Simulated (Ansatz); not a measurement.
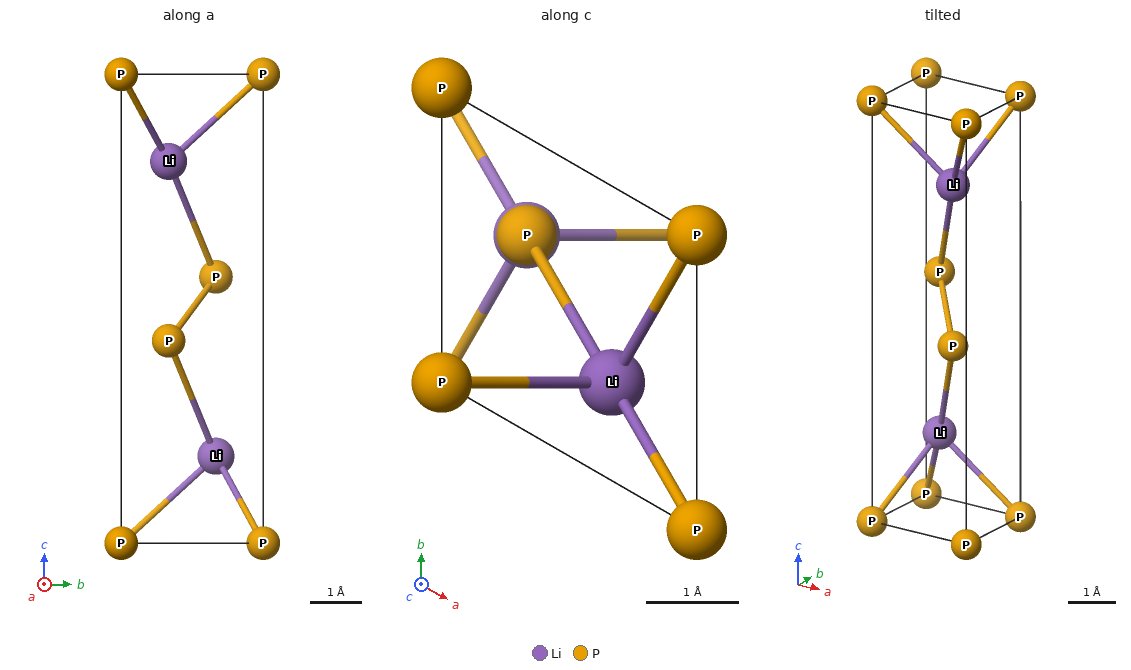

Ball-and-stick model, viewed along the a axis, along the c axis and slightly off an axis. The conventional unit cell is outlined; an atom on or near a face, edge or corner is repeated at each equivalent position.

Cell: a = 3.23 Å, b = 3.23 Å, c = 9.23 Å, α = 90.00°, β = 90.00°, γ = 120.00°.

Sticks mark Li–P up to 3.06 Å, P–P up to 2.48 Å (cut-off distances).

What is the chemical formula?

Answer. Li$_{2}$P$_{3}$. The cell holds 2 Li, 3 P, counting shared atoms by their share.

Determine the space group.

Answer. P-3m1 (No. 164), with Li on 2d, P on 1a and P on 2d.

What extended units do the bonds make?

Answer. With all bonds counted the structure is a three-dimensional framework. Leaving out the bonds to Li, what remains is P layers parallel to (001).

Origin of the cell: a textbook structure type filled with these elements (whether it is the usual form wasn't checked). Earlier steps of the study may have refined or changed the cell and positions. Ansatz was used for an electronic-structure calculation on it.
